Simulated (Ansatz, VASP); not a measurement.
# GaSb: VASP beside Ansatz

Wanted: the spread between two codes on one cell, functional and k mesh. The cell is a member of a volume series, scaled by 0.985 from a relaxed one, so a pressure remains.

Calculated with Ansatz 0.2.0; plane waves, with VASP 6.6.1 beside it; single point at PBEsol and single point at r2SCAN.

### 1. The starting structure

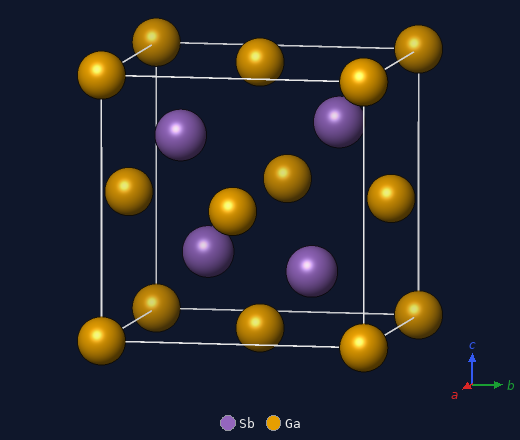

Start, viewed slightly off an axis; antimony purple, gallium orange. This picture shows the conventional cell, with its axes. Some periodic images of atoms are drawn too.

Coordinates:

```cif
data_structure
_symmetry_space_group_name_H-M 'P 1'
_symmetry_Int_Tables_number 1
_cell_length_a 4.3022
_cell_length_b 4.3022
_cell_length_c 4.3022
_cell_angle_alpha 60.000
_cell_angle_beta 60.000
_cell_angle_gamma 60.000
_cell_volume 56.31
loop_
_atom_site_label
_atom_site_type_symbol
_atom_site_fract_x
_atom_site_fract_y
_atom_site_fract_z
_atom_site_occupancy
Sb1 Sb 0.75000 0.75000 0.75000 1
Ga2 Ga 0.00000 0.00000 0.00000 1
```

### 2. VASP: single point, PBEsol

A single point gives forces, pressure and levels at one fixed geometry, so differences don't come from the geometry; what else differs is listed under the comparison.

Lines of VASP's logs that name or quote its potential files are left out, and so is its time.

The input asks for a relaxation, which ended at its first step since no free force or stress exceeded the threshold; so it serves as a single point.

Contents of INCAR:

```
SYSTEM = GaSb
PREC = Accurate
ENCUT = 500
EDIFF = 1E-06
NELM = 100
ISMEAR = 0
SIGMA = 0.05
LREAL = .FALSE.
ALGO = Normal
GGA = PS
NBANDS = 15
LORBIT = 11
LWAVE = .FALSE.
LCHARG = .FALSE.
KPAR = 4
IBRION = 2
NSW = 30
ISIF = 4
EDIFFG = -0.01
```

Contents of POSCAR:

```
GaSb
1.0
    0.0000000000      3.0421294130      3.0421294130
    3.0421294130      0.0000000000      3.0421294130
    3.0421294130      3.0421294130      0.0000000000
Sb Ga
1 1
Direct
    0.7500000000      0.7500000000      0.7500000000
    0.0000000000      0.0000000000      0.0000000000
```

Contents of KPOINTS:

```
Automatic mesh
0
Gamma
10 10 10
0 0 0
```

PAW data sets: Sb and Ga_d (PBE family, release 64).

Launch:

```bash
> mpirun -np 4 vasp_std
```

Numbers of over 12 decimals in the logs are rounded to 6 here.

What it wrote:

```text
[banner, memory and clock lines left out]
running    4 mpi-ranks, on    1 nodes
 distrk:  each k-point on    1 cores,    4 groups
 distr:  one band on    1 cores,    1 groups

 POSCAR found type information on POSCAR SbGa
 POSCAR found :  2 types and       2 ions
|                                                                             |
|               ----> ADVICE to this user running VASP <----                  |
|                                                                             |
|     You enforced a specific xc type in the INCAR file but a different       |
|     [... a line on the potential file left out ...]
|     I HOPE YOU KNOW WHAT YOU ARE DOING!                                     |
|                                                                             |

 LDA part: xc-table for (Slater+PW92), standard interpolation
 POSCAR, INCAR and KPOINTS ok, starting setup
 FFT: planning ... GRIDC
 FFT: planning ... GRID_SOFT
 FFT: planning ... GRID
 WAVECAR not read
 entering main loop
       N       E                     dE             d eps       ncg     rms          rms(c)
DAV:   1     0.767396652546E+02    0.76740E+02   -0.85836E+03  1442   0.144E+03
DAV:   2    -0.249878036772E+01   -0.79238E+02   -0.76556E+02  1634   0.293E+02
DAV:   3    -0.815839697881E+01   -0.56596E+01   -0.56418E+01  1690   0.656E+01
DAV:   4    -0.825253659222E+01   -0.94140E-01   -0.94124E-01  1744   0.937E+00
DAV:   5    -0.825477403364E+01   -0.22374E-02   -0.22374E-02  1802   0.127E+00    0.319E+00
DAV:   6    -0.817776973983E+01    0.77004E-01   -0.88577E-02  1839   0.529E+00    0.188E+00
DAV:   7    -0.815062701095E+01    0.27143E-01   -0.46368E-02  1774   0.203E+00    0.368E-01
DAV:   8    -0.815067208441E+01   -0.45073E-04   -0.49613E-03  1829   0.895E-01    0.105E-01
DAV:   9    -0.815095315537E+01   -0.28107E-03   -0.46057E-04  1634   0.175E-01    0.403E-02
DAV:  10    -0.815094430855E+01    0.88468E-05   -0.19521E-05  1893   0.394E-02    0.119E-02
DAV:  11    -0.815095316634E+01   -0.88578E-05   -0.12299E-05  1606   0.258E-02    0.436E-03
DAV:  12    -0.815095326360E+01   -0.97260E-07   -0.42792E-07  1391   0.681E-03
   1 F= -.81509533E+01 E0= -.81509387E+01  d E =-.815095E+01
 curvature:   0.00 expect dE= 0.000E+00 dE for cont linesearch  0.000E+00
 trial: gam= 0.00000 g(F)=  0.223E-45 g(S)=  0.421E-33 ort = 0.000E+00 (trialstep = 0.100E+01)
 search vector abs. value=  0.100E-09
 reached required accuracy - stopping structural energy minimisation
```

Parts of OUTCAR (step 2):

```text
ion  position               nearest neighbor table
   1  0.750  0.750  0.750-   2 2.63   2 2.63   2 2.63   2 2.63
   2  0.000  0.000  0.000-   1 2.63   1 2.63   1 2.63   1 2.63

  LATTYP: Found a face centered cubic cell.
 ALAT       =     6.0842588260

 Subroutine GETGRP returns: Found 24 space group operations
 (whereof 24 operations were pure point group operations)

The static configuration has the point symmetry T_d .

 Found     47 irreducible k-points:

   k-points           NKPTS =     47   k-points in BZ     NKDIM =     47   number of bands    NBANDS=     15

   dimension x,y,z NGX =    32 NGY =   32 NGZ =   32
   dimension x,y,z NGXF=    64 NGYF=   64 NGZF=   64

   ENCUT  =  500.0 eV  36.75 Ry    6.06 a.u.   7.84  7.84  7.84*2*pi/ulx,y,z

   NELECT =      18.0000    total number of electrons

 k-points in reciprocal lattice and weights: Automatic mesh
   0.00000000  0.00000000  0.00000000       0.001
   0.10000000  0.00000000  0.00000000       0.008
   0.20000000  0.00000000  0.00000000       0.008
   0.30000000  0.00000000  0.00000000       0.008
   0.40000000  0.00000000  0.00000000       0.008
   0.50000000  0.00000000  0.00000000       0.004
   0.10000000  0.10000000  0.00000000       0.006
   0.20000000  0.10000000  0.00000000       0.024
   0.30000000  0.10000000  0.00000000       0.024
[...]
-0.30000000  0.40000000  0.20000000       0.024
  -0.30000000  0.50000000  0.20000000       0.012

 average (electrostatic) potential at core
       1 -87.3381       2 -65.4051

 E-fermi :   4.9654

 k-point     1 :       0.0000    0.0000    0.0000
  band No.  band energies     occupation
    ...
      5     -10.0772      2.00000
      6      -6.7197      2.00000
      7       4.9013      1.93027
      8       4.9013      1.93026
      9       4.9013      1.93026
     10       5.0098      0.20921
     11       7.6533      0.00000
     12       7.6533      0.00000
     13       7.6533      0.00000
     14      10.5435      0.00000
    ...

 k-point     2 :       0.1000    0.0000    0.0000
  band No.  band energies     occupation
    ...
      5     -10.0773      2.00000
      6      -6.6145      2.00000
      7       3.3153      2.00000
      8       4.7230      2.00000
      9       4.7230      2.00000
     10       5.9134      0.00000
     11       7.8957      0.00000
     12       7.8957      0.00000
     13       8.0540      0.00000
     14      11.1392      0.00000
    ...

 k-point     3 :       0.2000    0.0000    0.0000
  band No.  band energies     occupation
    ...
      5     -10.0776      2.00000
      6      -6.3080      2.00000
      7       1.6180      2.00000
      8       4.3589      2.00000
      9       4.3589      2.00000
     10       5.8446      0.00000
     11       8.3565      0.00000
     12       8.3565      0.00000
     13       9.3373      0.00000
     14      12.0004      0.00000
    ...

  Total        0.2738807      0.2738807      0.2738807     -0.0000000     -0.0000000      0.0000000
  in kB        7.7930762      7.7930762      7.7930762     -0.0000000     -0.0000000      0.0000000
  external PRESSURE =       7.7930762 kB  Pullay stress =       0.0000000 kB

  energy-cutoff  :      500.00
  volume of cell :       56.31
      direct lattice vectors                 reciprocal lattice vectors
     0.000000000  3.042129413  3.042129413    -0.164358557  0.164358557  0.164358557
     3.042129413  0.000000000  3.042129413     0.164358557 -0.164358557  0.164358557
     3.042129413  3.042129413  0.000000000     0.164358557  0.164358557 -0.164358557

 POSITION                                       TOTAL-FORCE (eV/Angst)
 -----------------------------------------------------------------------------------
      4.56319      4.56319      4.56319         0.000000      0.000000      0.000000
      0.00000      0.00000      0.00000        -0.000000     -0.000000     -0.000000
 -----------------------------------------------------------------------------------
    total drift:                               -0.000000     -0.000000     -0.000000

  FREE ENERGIE OF THE ION-ELECTRON SYSTEM (eV)
  ---------------------------------------------------
  free  energy   TOTEN  =        -8.1509532636 eV

  energy  without entropy=       -8.1509241004  energy(sigma->0) =       -8.15093868

 reached required accuracy - stopping structural energy minimisation

 total charge
# of ion       s       p       d       tot
------------------------------------------
    1        1.130   1.346   0.028   2.504
    2        0.909   0.781   9.965  11.655
--------------------------------------------------
tot          2.039   2.127   9.993  14.159

[... 3 further parts left out ...]
```

CONTCAR:

```
GaSb
   1.00000000000000
     0.0000000000000000    3.0421294130000001    3.0421294130000001
     3.0421294130000001    0.0000000000000000    3.0421294130000001
     3.0421294130000001    3.0421294130000001    0.0000000000000000
  Sb              Ga
     1     1
Direct
     0.7500000000000000    0.7500000000000000    0.7500000000000000
     0.0000000000000000    0.0000000000000000    0.0000000000000000
```

### 3. Ansatz: single point, PBEsol

Ansatz runs on its default PAW (the set named soft_2) files.

The same cell, functional, mesh and smearing now go to Ansatz, which takes its cutoff from its data sets.

Contents of input.yaml:

```yaml
crystal:
  lattice:
    - [0.0, 3.04212941, 3.04212941]
    - [3.04212941, 0.0, 3.04212941]
    - [3.04212941, 3.04212941, 0.0]
  atoms:
    - { symbol: Sb, position: [0.75, 0.75, 0.75] }
    - { symbol: Ga, position: [0.0, 0.0, 0.0] }
hamiltonian:
  xc: pbesol
  pseudopotentials: { kind: paw }
kpoints:
  mp_grid: { grid: [10, 10, 10] }
scf:
  occupations: { method: gaussian, width: 0.05 }
  n_extra_bands: 4
output:
  forces: true
  stress: true
  eigenvalues: true
```

Launch:

```bash
> ansatz run input.yaml --threads 2 --pin off --max-ram 4608MiB --backend cpu --events-out ev --progress --plain --runs-dir out
```

What it wrote:

```text
scf.n_extra_bands = 4 over 14 filled bands (N_el = 28.0): the run solves 18 bands
Engine: ansatz 0.2.0, aarch64-unknown-linux-gnu
Pseudopotentials: kind: paw
Pseudopotential: Sb, paw, valence charge 15, recommended cutoff 420 eV (normal), Sb.paw.azcp
Pseudopotential: Ga, paw, valence charge 13, recommended cutoff 420 eV (normal), Ga.paw.azcp
Functional definition: PBEsol
  exchange = pbesol_x
  correlation = pbesol_c
Crystal: 2 atoms, lattice volume = 56.307 Å³
Basis set: ecut = 420 eV, 1067 PW (Γ), exchange–correlation on 60×60×60 points (8 copies of the dense FFT grid, shifted against one another)
Bands: 18, of which v1, the nominal top of the filled ones, is band 14 counted from 1 (13 counted from 0)
Symmetry: 24 space group operations
Space group: F-43m (ITA 216), of the structure as read, at distance tolerance 3.8e-5 Å
k-points: 47 of 1000 (time reversal used)
Non-local potential: Sb, projectors of the file, l = 0: 2, l = 1: 2, l = 2: 2, l = 3: 2
Non-local potential: Ga, projectors of the file, l = 0: 2, l = 1: 2, l = 2: 3, l = 3: 1
PAW form: soft (Blöchl's): semilocal exchange-correlation on the pseudo side does not see the compensation charge
PAW frozen core: Sb, regenerated for the run's functional, and the local potential with it (the file was generated under x = pbe(κ = 0.804, μ = 0.219515), c = pbe(β = 0.066725))
PAW frozen core: Ga, regenerated for the run's functional, and the local potential with it (the file was generated under x = pbe(κ = 0.804, μ = 0.219515), c = pbe(β = 0.066725))
PAW one-centre angular grid: Sb, 590 points (default); XC on 64 Gauss nodes
PAW one-centre angular grid: Ga, 590 points (default); XC on 64 Gauss nodes
Initial density: superposition of atomic densities (neutral atoms: chi_scale 0, normalization atom), corrected by the library's trained network
Initial wavefunctions: pseudopotential atomic-orbital guess
Functional: x = pbesol(κ = 0.804, μ = 0.123457), c = pbesol(β = 0.046)
SCF iter   1: F=—  HF=-10151.534163 eV  |F-HF|=—  |Δ(HF+E_count)|=         —  Δρ=2.57e-3  dr2=4.91e-3  ethr=1.77e-3  ⟨swp⟩=6.1  Hψ=4293  notcnv=0
preconditioner: auto → none  [insulator: Δε(μ)=0.099 eV  Ē_g=14.575 eV  σ=0.050 eV  W_gap=0.82  n_scr=14 (ndim 8)  ℏωp=21.0 eV  f_vac=0.086  D(μ)=0.03/eV (n_scr^D=0)  ε∞_Penn≈3.1]
SCF iter   2: F=—  HF=-10151.531154 eV  |F-HF|=—  |Δ(HF+E_count)|=   3.01e-3  Δρ=1.15e-3  dr2=5.78e-4  ethr=1.75e-5  ⟨swp⟩=2.0  Hψ=1661  notcnv=0
SCF iter   3: F=—  HF=-10151.531315 eV  |F-HF|=—  |Δ(HF+E_count)|=   1.61e-4  Δρ=3.02e-4  dr2=4.54e-5  ethr=2.06e-6  ⟨swp⟩=2.1  Hψ=1447  notcnv=0
SCF iter   4: F=—  HF=-10151.531313 eV  |F-HF|=—  |Δ(HF+E_count)|=   2.24e-6  Δρ=1.80e-4  dr2=1.20e-5  ethr=1.62e-7  ⟨swp⟩=2.0  Hψ=1270  notcnv=0
SCF iter   5: F=—  HF=-10151.531311 eV  |F-HF|=—  |Δ(HF+E_count)|=   1.40e-6  Δρ=4.40e-5  dr2=7.30e-7  ethr=4.27e-8  ⟨swp⟩=2.0  Hψ=1270  notcnv=0
SCF iter   6: F=-10151.531312 eV  HF=-10151.531312 eV  |F-HF|=1.77e-8  |Δ(HF+E_count)|=   4.48e-7  Δρ=5.92e-6  dr2=1.82e-8  ethr=3.57e-10  ⟨swp⟩=6.3  Hψ=4272  notcnv=0
SCF 1 converged in 6 iterations: F = -10151.531312 eV  dr2 = 1.82e-8
  greatest PAW one-centre occupation: 0.996 electrons in one spin orbital (limit 2), on the Sb atom at site 0 (counted from 0), in its partial waves of l = 2
SCF converged after 6 iterations
Free energy (F): -10151.531312 eV
Harris-Foulkes:  -10151.531312 eV  (|F-HF|=1.77e-8)
Internal energy: -10151.531274 eV  (E = F + TS)
E sigma→0 (E₀):  -10151.531293 eV
Entropy (-TS):   -0.000037 eV (-0.019 meV/atom)
Fermi energy:    7.839720 eV
--- Per-component energies (eV) ---
  E_band       = -259.502749
  E_kinetic    = 323.979026
  E_local      = -3894.482851  (includes V_loc(G=0)·N_el)
  E_nonlocal   = 790.239520
  E_hartree    = 1790.950278
  E_xc         = -206.020687
  E_vxc        = -154.775310  (∫ρ·V_xc dr)
  E_paw        = -6449.641735  (= ΣΔE_a)
  E_vpaw       = -906.359028  (= ΣTr[D̂ρ^β])
  E_aug_tail   = -0.000115  (compensation charges beyond the density's cutoff)
  E_ewald      = -2507.749545
  E_core_change = 1.194835  (= ΣΔE_core)
  E_smearing   = -0.000037  (= −TS)
  E_closure    = -0.000000  (closes the sum)
  Σ components = -10151.531312   (vs F -10151.531312, Δ=0.00e0)
--- Forces (eV/Å), atoms counted from 1 ---
  atom   1  Sb     0.00000000    -0.00000000     0.00000000
  atom   2  Ga    -0.00000000     0.00000000     0.00000000
  max |Σ_I F_I| component: 1.85e-17 eV/Å
--- Stress (GPa, compression-positive) ---
        0.686019      -0.000000       0.000000
        0.000000       0.686019       0.000000
       -0.000000       0.000000       0.686019
  P = ⅓ Tr σ = 0.6860 GPa (6.860 kbar)
--- Band table (eV; the first three rows and the last of 47) ---
  k-point 0: bands = [... 10 lower, -3.8397, 7.7810, 7.7810, 7.7810, 7.8771, 10.5464, 10.5464, 10.5464]
  k-point 1: bands = [... 10 lower, -3.7345, 6.1937, 7.6038, 7.6038, 8.7890, 10.7883, 10.7883, 10.9419]
  k-point 2: bands = [... 10 lower, -3.4283, 4.5016, 7.2415, 7.2415, 8.7252, 11.2493, 11.2493, 12.2201]
  k-point 46: bands = [... 10 lower, -1.2815, 1.0205, 4.3993, 4.6047, 10.8886, 11.1349, 13.1780, 13.1815]
```

Run time: 3.7 s. Hardware: 2 threads of Arm Neoverse N1, shared host; peak memory 0.36 GiB.

Reading the cycles: dr2 is the Hartree energy of the density residual (eV), the measure of convergence; HF is the Harris–Foulkes estimate of the energy, which meets the free energy F at convergence.

The run ends at a pressure of 0.69 GPa.

### 4. Side by side

Known differences besides the PAW data sets themselves: the data sets hold 28 valence electrons in Ansatz (default PAW (the set named soft_2) files) and 18 in VASP; the cutoff is 420 eV in Ansatz and 500 eV in VASP; Ansatz makes its cores anew for this functional, VASP keeps those of its PBE data sets; VASP leaves aspherical gradient terms in its spheres out (LASPH is not set), Ansatz keeps them. Total energies have different zeros and are not compared.

The two programs side by side:

```tsv
quantity	Ansatz	VASP	difference
pressure (GPa)	0.69	0.78	-0.09
gap on the k mesh (eV)	0.096	0.108	-0.012
```

Ansatz's pressure holds a Pulay correction of 0.03 GPa; VASP's holds none.

### 5. Further runs

An all-electron run, which needs no data sets, serves as referee.

```tsv
run	difference in gap on the k mesh (eV)
as above	-0.012
Ansatz's all-electron LAPW method	-0.0065
```

### 6. Ansatz: single point, PBEsol

A single point gives forces, pressure and levels at one fixed geometry, so differences don't come from the geometry; what else differs is listed under the comparison. The cell compared in this pair holds 55.45 Å³, against 56.31 Å³ for the pair before.

The cell is a member of a volume series, scaled by 0.97 from a relaxed one, so a pressure remains.

input.yaml, the sections that differ from step 3:

```yaml
crystal:
  lattice:
    - [0.0, 3.02660807, 3.02660807]
    - [3.02660807, 0.0, 3.02660807]
    - [3.02660807, 3.02660807, 0.0]
  atoms:
    - { symbol: Sb, position: [0.75, 0.75, 0.75] }
    - { symbol: Ga, position: [0.0, 0.0, 0.0] }
# hamiltonian, kpoints, scf, output: as in step 3
```

What it wrote:

```text
[...]
Crystal: 2 atoms, lattice volume = 55.450 Å³
Basis set: ecut = 420 eV, 1067 PW (Γ), exchange–correlation on 60×60×60 points (8 copies of the dense FFT grid, shifted against one another)
Bands: 18, of which v1, the nominal top of the filled ones, is band 14 counted from 1 (13 counted from 0)
Symmetry: 24 space group operations
[...]
k-points: 47 of 1000 (time reversal used)
[...]
--- Band table (eV; the first three rows and the last of 47) ---
  k-point 0: bands = [... 10 lower, -3.7452, 7.9856, 7.9856, 7.9856, 8.1921, 10.7464, 10.7464, 10.7464]
  k-point 1: bands = [... 10 lower, -3.6381, 6.4160, 7.8035, 7.8035, 9.0574, 10.9938, 10.9938, 11.1652]
  k-point 2: bands = [... 10 lower, -3.3258, 4.6924, 7.4328, 7.4328, 8.9722, 11.4621, 11.4621, 12.4823]
  k-point 46: bands = [... 10 lower, -1.1209, 1.1578, 4.5323, 4.7394, 11.1193, 11.3450, 13.4118, 13.4244]
[key lines of the parts left out:]
SCF converged after 6 iterations
Free energy (F): -10151.525340 eV
Fermi energy:    8.094867 eV
P = ⅓ Tr σ = 1.5578 GPa (15.578 kbar)
```

The job ended after 3.6 s (2 threads; peak memory 0.36 GiB).

The run ends at a pressure of 1.56 GPa.

### 7. VASP: single point, PBEsol

The same cell, functional, mesh and smearing now go to VASP, with its own data sets and cutoff.

The input asks for a relaxation, which ended at its first step since no free force or stress exceeded the threshold; so it serves as a single point.

INCAR: that of step 2 with these lines changed.

```diff
@@ -3,3 +3,3 @@
 ENCUT = 500
-EDIFF = 1E-06
+EDIFF = 1E-07
 NELM = 100
@@ -16,4 +16,4 @@
 IBRION = 2
-NSW = 30
+NSW = 50
 ISIF = 4
-EDIFFG = -0.01
+EDIFFG = -0.002
```

Contents of POSCAR:

```
GaSb
1.0
    0.0000000000      3.0266080745      3.0266080745
    3.0266080745      0.0000000000      3.0266080745
    3.0266080745      3.0266080745      0.0000000000
Sb Ga
1 1
Direct
    0.7500000000      0.7500000000      0.7500000000
    0.0000000000      0.0000000000      0.0000000000
```

KPOINTS is that of step 2.

Launch:

```bash
> mpirun -np 4 vasp_std
```

What it wrote:

```text
[banner, memory and clock lines left out]
running    4 mpi-ranks, on    1 nodes
[...]
[... a notice as in an earlier step ...]

 LDA part: xc-table for (Slater+PW92), standard interpolation
 POSCAR, INCAR and KPOINTS ok, starting setup
[...]
entering main loop
       N       E                     dE             d eps       ncg     rms          rms(c)
DAV:   1     0.818146192459E+02    0.81815E+02   -0.85215E+03  1418   0.143E+03
DAV:   2    -0.184005630385E+01   -0.83655E+02   -0.80619E+02  1627   0.312E+02
DAV:   3    -0.813846317674E+01   -0.62984E+01   -0.62697E+01  1676   0.686E+01
DAV:   4    -0.824924545376E+01   -0.11078E+00   -0.11076E+00  1756   0.102E+01
[...]
DAV:  10    -0.814441023349E+01    0.94342E-05   -0.19842E-05  1876   0.401E-02    0.119E-02
DAV:  11    -0.814441890634E+01   -0.86729E-05   -0.11990E-05  1585   0.253E-02    0.430E-03
DAV:  12    -0.814441899714E+01   -0.90797E-07   -0.44214E-07  1844   0.656E-03
   1 F= -.81444190E+01 E0= -.81444186E+01  d E =-.814442E+01
[...]
reached required accuracy - stopping structural energy minimisation
```

OUTCAR, selected parts (step 7):

```text
  Total        0.5728722      0.5728722      0.5728722      0.0000000      0.0000000      0.0000000
  in kB       16.5527356     16.5527356     16.5527356      0.0000000      0.0000000      0.0000000
  external PRESSURE =      16.5527356 kB  Pullay stress =       0.0000000 kB

 POSITION                                       TOTAL-FORCE (eV/Angst)
 -----------------------------------------------------------------------------------
      4.53991      4.53991      4.53991        -0.000000     -0.000000      0.000000
      0.00000      0.00000      0.00000         0.000000      0.000000     -0.000000
 -----------------------------------------------------------------------------------
    total drift:                               -0.000000     -0.000000     -0.000001

  FREE ENERGIE OF THE ION-ELECTRON SYSTEM (eV)
  ---------------------------------------------------
  free  energy   TOTEN  =        -8.1444189971 eV

  energy  without entropy=       -8.1444182194  energy(sigma->0) =       -8.14441861

[... 2 parts as in an earlier step ...]

[... 2 further parts left out ...]
[key lines of the parts left out:]
E-fermi :   5.1777
```

[end of part 1 of 2]

[Lines on the potential files, build, host, timing and source positions are cut from VASP's logs without a mark.]

[Logs are printed without paths, hosts, clocks, repeated set-up lines and the standing remarks that a program may print on its own settings, such as how far it seeks lower states.]

[Hosts, paths, dates, database ids (printed as entryN), source tags and the programs' standing remarks are cut or masked in the printed files.]
